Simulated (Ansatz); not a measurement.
# CdInCl3 in Imma, a phase reached by a soft mode: a soft mode frozen in, part 3 of 3

Wanted: the energy along a soft mode of CdInCl3 in Imma, a phase reached by a soft mode and the structure at the end.

Ansatz 0.2.0; DFT PBEsol, scalar-relativistic, plane waves, PAW; PAW set soft_1.

So far. Step 5 (Energy along the mode, all amplitudes (two of the runs …): The lowest of the steps tried is at 0.22 Å, 0.216 meV/atom below the parent; the bottom of the well need not coincide with a step. Step 7 (The new phase in its own primitive cell): The largest force component left is 0.63 meV/Å and the pressure is -0.007 GPa, within the tolerances set. The cell now holds 26.35 Å³/atom.

The structure was built from a prototype and need not be the compound's stable phase.

**8. Modes of the new phase**

A relaxed structure may still be a saddle point, so its zone-centre modes are computed. The response to a homogeneous field gives the Born charges and the dielectric tensor.

Contents of input.yaml:

```yaml
crystal:
  lattice:
    - [-4.9864209372, 3.6833102884, 3.5872076561]
    - [4.9864209372, -3.6833102884, 3.5872076561]
    - [4.9864209372, 3.6833102884, -3.5872076561]
  atoms:
    - { symbol: In, position: [0.0025927468, 0.7322517911, 0.7703409557] }
    - { symbol: In, position: [0.9619108354, 0.2322517911, 0.2296590443] }
    - { symbol: Cd, position: [0.5027874827, 0.5027874827, 0.0] }
    - { symbol: Cd, position: [0.5027874827, 0.0027874827, 0.5] }
    - { symbol: Cl, position: [0.6190191374, 0.7811790482, 0.3378400892] }
    - { symbol: Cl, position: [0.443338959, 0.2811790482, 0.6621599108] }
    - { symbol: Cl, position: [0.5042552644, 0.8071567755, 0.7990910126] }
    - { symbol: Cl, position: [0.5042552644, 0.2051642519, 0.197098489] }
    - { symbol: Cl, position: [0.0080657629, 0.7051642519, 0.2009089874] }
    - { symbol: Cl, position: [0.0080657629, 0.3071567755, 0.802901511] }
kpoints:
  mp_grid: { grid: [6, 6, 6] }
hamiltonian:
  xc: pbesol
  pseudopotentials: { kind: paw, azcp: { folder: soft_1 }, xc_functional: pbe }
scf:
  occupations: { method: fixed }
output:
  eigenvalues: true
phonons:
  method: dfpt
  dielectric: true
  rigid_motions: translations
```

On the command line:

```
$ ansatz run input.yaml --threads 4 --pin off --max-ram 16384MiB --backend cpu --events-out ev --progress --plain --runs-dir out
```

Numbers of over 12 decimals in the logs are rounded to 6 here.

What it wrote:

```text
[...]
Crystal: 10 atoms, lattice volume = 263.538 Å³
Basis set: ecut = 420 eV, 5127 PW (Γ), exchange–correlation on 96×96×96 points (8 copies of the dense FFT grid, shifted against one another)
Bands: 65, of which v1, the nominal top of the filled ones, is band 54 counted from 1 (53 counted from 0)
Symmetry: 4 space group operations
k-points: 112 of 216 (irreducible under 1 space group operation, time reversal used)
[...]
SCF iter   1: F=—  HF=-33796.721353 eV  |F-HF|=—  |Δ(HF+E_count)|=         —  Δρ=5.33e-2  dr2=8.94e0  ethr=3.10e-3  ⟨swp⟩=5.0  Hψ=23631  notcnv=0  defer=926
[...]
SCF iter  11: F=-33793.281544 eV  HF=-33793.281544 eV  |F-HF|=2.91e-11  |Δ(HF+E_count)|=  4.07e-10  Δρ=1.09e-7  dr2=4.85e-11  ethr=1.00e-12  ⟨swp⟩=19.3  Hψ=53843  notcnv=0
SCF 1 converged in 11 iterations: F = -33793.281544 eV  dr2 = 4.85e-11
[...]
NSCF: frozen V_eff on 5 k-points
[...]
Bands: 55, of which v1, the nominal top of the filled ones, is band 54 counted from 1 (53 counted from 0)
k-points: 45 of 216 (time reversal used)
[...]
Eigensolver: Dense (45 Hₖ)
SCF iter   1: F=—  HF=-33793.057697 eV  |F-HF|=—  |Δ(HF+E_count)|=         —  Δρ=6.21e-4  dr2=3.90e-4  ethr=1.00e-1
[...]
SCF iter   5: F=-33793.057779 eV  HF=-33793.057779 eV  |F-HF|=6.17e-8  |Δ(HF+E_count)|=   1.17e-7  Δρ=4.54e-6  dr2=7.42e-8  ethr=6.24e-10
SCF 1 converged in 5 iterations: F = -33793.057779 eV  dr2 = 7.42e-8
[...]
SCF converged after 11 iterations
Free energy (F): -33793.281544 eV
[...]
Internal energy: -33793.281544 eV  (E = F + TS)
E sigma→0 (E₀):  -33793.281544 eV
Fermi energy:    4.776158 eV
[...]
--- Band table (eV; the first three rows and the last of 112) ---
  k-point 0: bands = [... 50 lower, 3.6042, 3.7424, 3.7608, 4.2458, 6.3311, 9.8305, 9.9337, 9.9744, ... 7 higher]
  k-point 1: bands = [... 50 lower, 3.5600, 3.6731, 3.9841, 4.2865, 6.5120, 9.4039, 9.6183, 9.8121, ... 7 higher]
  k-point 2: bands = [... 50 lower, 3.3337, 3.5012, 4.2140, 4.4347, 7.0831, 8.6418, 8.9834, 9.1987, ... 7 higher]
  k-point 111: bands = [... 50 lower, 3.3572, 3.7334, 4.5688, 4.7691, 7.7990, 8.1238, 8.9226, 9.0841, ... 7 higher]
[...]
ASR residual: 9.726e-5 → 0.000e0 eV/Å²; symmetrization residual: 2.428e-5 eV/Å²
[...]
ε∞ (high-frequency dielectric tensor):
        4.429131    -0.000000    -0.000000
       -0.000000     4.574086    -0.000000
       -0.000000    -0.000000     4.468655
  ε⁰ (static dielectric tensor: ions relaxed, cell fixed):
       16.946130    -0.000000    -0.000000
       -0.000000    22.647720    -0.000000
       -0.000000    -0.000000    55.083505
  ε⁰ − ε∞ (ionic part):
       12.516999    -0.000000    -0.000000
       -0.000000    18.073634    -0.000000
       -0.000000    -0.000000    50.614850
[...]
Born effective charges Z* (e; rows j = field, columns β = displacement):
    site 0:
         1.72757   -0.00000   -0.00000
        -0.00000    2.14216   -0.04434
        -0.00000   -0.06659    2.03349
    site 1:
         1.72757   -0.00000   -0.00000
        -0.00000    2.14216    0.04434
        -0.00000    0.06659    2.03349
    site 2:
         2.75951   -0.12031   -0.00000
        -0.18010    2.70479   -0.00000
        -0.00000   -0.00000    2.64211
    site 3:
         2.75951    0.12031   -0.00000
         0.18010    2.70479   -0.00000
        -0.00000   -0.00000    2.64211
    site 4:
        -1.97352    0.00000    0.00000
         0.00000   -1.42671    0.16750
         0.00000    0.14963   -1.16163
    site 5:
        -1.97352    0.00000    0.00000
         0.00000   -1.42671   -0.16750
         0.00000   -0.14963   -1.16163
    site 6:
        -1.25678   -0.09464   -0.04549
        -0.09360   -1.71012    0.26164
        -0.01598    0.27276   -1.75698
    site 7:
        -1.25678    0.09464    0.04549
         0.09360   -1.71012    0.26164
         0.01598    0.27276   -1.75698
    site 8:
        -1.25678   -0.09464    0.04549
        -0.09360   -1.71012   -0.26164
         0.01598   -0.27276   -1.75698
    site 9:
        -1.25678    0.09464   -0.04549
         0.09360   -1.71012   -0.26164
        -0.01598   -0.27276   -1.75698
  Z* charge neutrality: 2.005e-2 e pre-enforcement
[...]
optical modes at Γ without the LO–TO term, one row a degenerate level:
      ω (cm⁻¹)  modes    IR ((D/Å)²/amu)
         29.90      1             4.1795
[...]
optical modes at Γ + LO–TO along q̂ = [1.0000, 0.0000, 0.0000]:
      ω (cm⁻¹)  modes    IR ((D/Å)²/amu)
[...]
optical modes at Γ + LO–TO along q̂ = [0.0000, 1.0000, 0.0000]:
      ω (cm⁻¹)  modes    IR ((D/Å)²/amu)
[...]
optical modes at Γ + LO–TO along q̂ = [0.0000, 0.0000, 1.0000]:
      ω (cm⁻¹)  modes    IR ((D/Å)²/amu)
[...]
116.45      1             0.6843
        119.26      1             0.0000
        123.23      1             0.6401
        123.93      1             0.9549
        132.57      1             3.9576
        144.75      1             0.0000
        145.32      1             0.5212
        147.94      1             1.3496
        235.49      1             3.9069
        240.00      1             4.8289
        243.23      1             9.2525
        277.92      1             0.0000
```

The job ended after 17 min (4 threads of Arm Neoverse V2, shared host; peak memory 7.1 GiB).

Numbers from this step:

| Property | Result |
| --- | --- |
| sum-rule residual before enforcement | 9.73e-5 eV/Å² |
| miss of the charge sum rule | 0.02005 e |
| estimated error of the dielectric tensor | 0.01199 |
| estimated error of the Born charges | 0.03861 e |
| point group | mm2 |
| highest optical mode at the zone centre (no LO-TO term) | 277.9 cm⁻¹ |
| lowest optical zone-centre mode | 29.9 cm⁻¹ |
| mean high-frequency dielectric constant | 4.491 |
| largest Born charge (third of the trace) | 2.702 e |
| mean static dielectric constant | 31.56 |
| top of the zone-centre spectrum with the field | 277.9 cm⁻¹ |

Without the LO-TO term. Patterns of degenerate modes are one choice out of their space. Modes at Γ, with each element's share of the kinetic energy:

| mode | frequency (cm⁻¹) | symmetry | In % | Cd % | Cl % |
| --- | --- | --- | --- | --- | --- |
| 1 | 0.0 | acoustic | 34 | 34 | 32 |
| 2 | 0.0 | acoustic | 34 | 34 | 32 |
| 3 | 0.0 | acoustic | 34 | 34 | 32 |
| 4 | 29.9 | A1 | 57 | 5 | 38 |
| 5 | 33.9 | B2 | 82 | 1 | 17 |
| 6 | 38.5 | A2 | 97 | 1 | 2 |
| 7 | 41.5 | B1 | 48 | 23 | 29 |
| 8 | 51.4 | B2 | 37 | 23 | 40 |
| 9 | 51.9 | A1 | 73 | 16 | 11 |
| 10 | 56.2 | B2 | 30 | 19 | 51 |
| 11 | 57.1 | B1 | 6 | 21 | 73 |
| 12 | 58.7 | A1 | 28 | 34 | 38 |
| 13 | 74.3 | A1 | 6 | 0 | 94 |
| 14 | 78.2 | B2 | 17 | 23 | 61 |
| 15 | 83.5 | B1 | 10 | 17 | 73 |
| 16 | 83.7 | A2 | 1 | 7 | 92 |
| 17 | 98.1 | B2 | 0 | 14 | 86 |
| 18 | 101.2 | A1 | 2 | 0 | 98 |
| 19 | 105.8 | A2 | 2 | 11 | 87 |
| 20 | 116.5 | B2 | 1 | 12 | 88 |
| 21 | 119.3 | A2 | 0 | 68 | 32 |
| 22 | 123.2 | B1 | 1 | 62 | 37 |
| 23 | 125.9 | A1 | 0 | 0 | 100 |
| 24 | 144.8 | A2 | 0 | 13 | 87 |
| 25 | 145.3 | B1 | 0 | 31 | 69 |
| 26 | 147.9 | B2 | 0 | 64 | 36 |
| 27 | 215.6 | A1 | 0 | 11 | 89 |
| 28 | 235.5 | B2 | 0 | 10 | 90 |
| 29 | 240.0 | B1 | 0 | 13 | 87 |
| 30 | 277.9 | A2 | 0 | 0 | 100 |

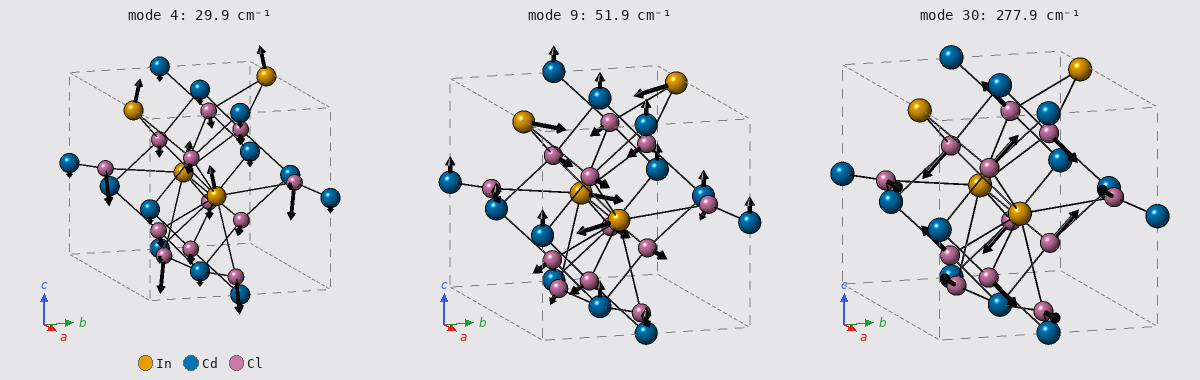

Displacement patterns of modes 4, 9 and 30 at Γ; arrows are exaggerated. Some periodic images of atoms are drawn too.

Optical modes at the zone centre, without and with the macroscopic field of the longitudinal modes; each column is sorted by frequency, so a row need not hold one and the same mode. Modes with and without the field, by row:

| rank among optical modes | no field (cm⁻¹) | q along (1, 0, 0) (cm⁻¹) | q along (0, 1, 0) (cm⁻¹) | q along (0, 0, 1) (cm⁻¹) |
| --- | --- | --- | --- | --- |
| 1 | 29.9 | 29.9 | 29.9 | 33.9 |
| 2 | 33.9 | 33.9 | 37.5 | 38.5 |
| 3 | 38.5 | 38.5 | 38.5 | 41.5 |
| 4 | 41.5 | 44.6 | 41.5 | 43.6 |
| 5 | 51.4 | 51.4 | 51.8 | 51.4 |
| 6 | 51.9 | 51.9 | 51.9 | 53.4 |
| 7 | 56.2 | 56.2 | 56.2 | 56.2 |
| 8 | 57.1 | 58.2 | 57.1 | 57.1 |
| 9 | 58.7 | 58.7 | 58.7 | 72.2 |
| 10 | 74.3 | 74.3 | 74.3 | 78.2 |
| 11 | 78.2 | 78.2 | 83.5 | 83.5 |
| 12 | 83.5 | 83.7 | 83.7 | 83.7 |
| 13 | 83.7 | 98.1 | 98.1 | 97 |
| 14 | 98.1 | 101.2 | 101.2 | 98.1 |
| 15 | 101.2 | 105.8 | 105.8 | 105.8 |
| 16 | 105.8 | 116.1 | 111.7 | 116.5 |
| 17 | 116.5 | 116.5 | 119.3 | 119.3 |
| 18 | 119.3 | 119.3 | 123.2 | 123.2 |
| 19 | 123.2 | 125.9 | 125.9 | 123.9 |
| 20 | 125.9 | 135.2 | 132.4 | 132.6 |
| 21 | 144.8 | 144.8 | 144.8 | 144.8 |
| 22 | 145.3 | 147.9 | 145.3 | 145.3 |
| 23 | 147.9 | 154.7 | 166.6 | 147.9 |
| 24 | 215.6 | 215.6 | 215.6 | 235.5 |
| 25 | 235.5 | 235.5 | 240 | 240 |
| 26 | 240 | 263.7 | 257.2 | 243.2 |
| 27 | 277.9 | 277.9 | 277.9 | 277.9 |

Born charge (rows field, columns displacement) (e), principal values of the symmetric part by kind of site:

| atom | atoms with these values | low | middle | high | mean |
| --- | --- | --- | --- | --- | --- |
| In1 | 2 | 1.73 | 2.01 | 2.17 | 1.97 |
| Cd3 | 2 | 2.58 | 2.64 | 2.88 | 2.70 |
| Cl5 | 2 | -1.97 | -1.50 | -1.09 | -1.52 |
| Cl7 | 4 | -2.00 | -1.50 | -1.22 | -1.57 |

In full for Cl5:

```
-1.97  0.00  0.00
 0.00 -1.43  0.17
 0.00  0.15 -1.16
```

High-frequency dielectric tensor:

```
4.43 0.00 0.00
0.00 4.57 0.00
0.00 0.00 4.47
```

Static dielectric tensor (ions relaxed, fixed cell):

```
16.95  0.00  0.00
 0.00 22.65  0.00
 0.00  0.00 55.08
```

Transverse modes. Lines of the infrared spectrum (strongest = 100):

| position (cm⁻¹) | lines merged | relative intensity |
| --- | --- | --- |
| 30 | 1 | 49 |
| 34 | 1 | 8.0 |
| 38 | 1 | 0.0 |
| 42 | 1 | 7.1 |
| 51 | 1 | 1.4 |
| 52 | 1 | 9.0 |
| 56 | 1 | 0.0 |
| 57 | 1 | 3.4 |
| 59 | 1 | 40 |
| 74 | 1 | 8.5 |
| 78 | 1 | 100 |
| 84 | 2 | 77 |
| 98 | 1 | 0.0 |
| 101 | 1 | 6.6 |
| 106 | 1 | 0.0 |
| 116 | 1 | 7.9 |
| 119 | 1 | 0.0 |
| 123 | 1 | 7.4 |
| 126 | 1 | 0.7 |
| 145 | 2 | 6.1 |
| 148 | 1 | 16 |
| 216 | 1 | 56 |
| 236 | 1 | 45 |
| 240 | 1 | 56 |
| 278 | 1 | 0.0 |

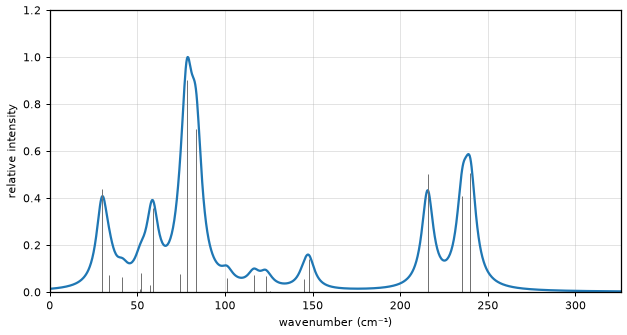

The infrared spectrum, broadened with Lorentzians of width 8 cm⁻¹; bars mark the lines.

Before it was imposed, the acoustic sum rule was missed by 9.7e-5 eV/Å² and the charge sum rule by 0.020 e. Small misses are needed for a sound result but don't prove that mesh and cutoff are converged. The lowest optical mode is real, 29.9 cm⁻¹.

**9. The phases reached**

The phases reached along the modes that were followed are set side by side.

Energies are those of the first relaxation, on the mesh of the frozen mode; space group, volume and gap are those of the last relaxation. Phases, by row:

| mode frozen in | space group | energy from parent (meV/atom) | volume (Å³/atom) | gap on mesh (eV) | lowest zone-centre optical mode (cm⁻¹) | largest shift (Å) |
| --- | --- | --- | --- | --- | --- | --- |
| parent | Imma | 0 | 26.29 | 1.593 | – | – |
| q = (0, 0, 0), 21i cm⁻¹ | Ima2 | -0.31 | 26.35 | 1.555 | 29.9 | 0.183 |

**10. Outcome**

| Property | Result |
| --- | --- |
| unstable mode of the parent | q = (0, 0, 0), 21i cm⁻¹ |
| depth at the lowest point sampled | 0.216 meV/atom |
| largest atomic shift at that point | 0.22 Å |
| space group reached (within 0.01 Å) | Ima2 |
| energy gained over the parent (first relaxation, on the mesh of the frozen mode) | 0.306 meV/atom |
| volume per atom, phase reached | 26.4 Å³ |
| gap on the k-mesh, phase reached | 1.55 eV |
| lowest optical zone-centre mode, phase reached | 29.9 cm⁻¹ |
| highest optical mode at the zone centre (no LO-TO term), phase reached | 278 cm⁻¹ |

What this shows: Along this mode the structure falls into Ima2, 0.306 meV/atom below the parent. At the parent's cell the well is 0.216 meV/atom deep on the steps tried, with its lowest point at a shift of 0.22 Å. Relaxing atoms and cell changes the gain by +0.09 meV/atom against the lowest step (energies at zero smearing). The new phase has no imaginary mode at the zone centre of its cell; other wavevectors were not checked. How so shallow a well moves with the k mesh was not tested. Each path keeps the symmetry of its pattern, so a lower phase may lie along a pattern not tried. The PAW files were made for PBE and serve the other functionals too. The starting cell was built on a prototype and not taken from a measurement, so the phase need not exist.

[Logs are printed without paths, hosts, clocks, repeated set-up lines and the standing remarks that a program may print on its own settings, such as how far it seeks lower states.]

[Hosts, paths, dates, database ids (printed as entryN), source tags and the programs' standing remarks are cut or masked in the printed files.]
